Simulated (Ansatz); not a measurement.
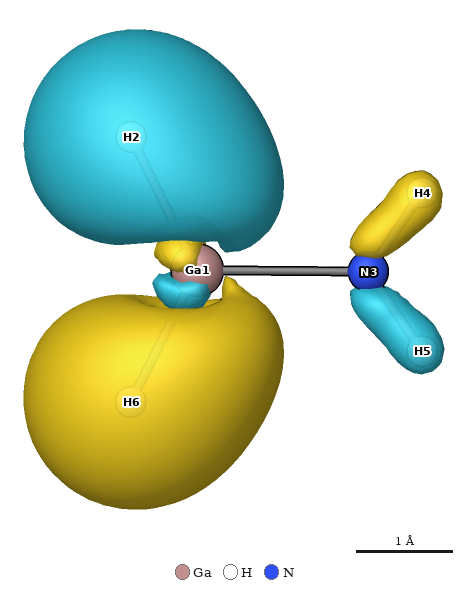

GaH₄N. The HOMO−1 at ±0.1 Å⁻³ᐟ² (yellow and cyan are the two phases), seen across its widest extent.

Theory: Ansatz 0.2.0, RKS PBE0-D4/def2-SVP.

```xyz
6

Ga    0.0155    0.0005   -0.0098
H     0.0516   -0.5515    1.4523
N     1.5839   -0.0003   -0.9146
H     2.4617   -0.3316   -0.5332
H     1.6943    0.3307   -1.8654
H    -1.2344    0.5522   -0.7693
```

> Where does this orbital lie, and at what energy?

By Hirshfeld shares it lies mainly on Ga1 (about 40 %), H2 (about 30 %) and H6 (about 30 %); it is symmetric in the molecular plane (an in-plane orbital: σ, lone-pair or in-plane π type). Its energy is −8.36 eV.
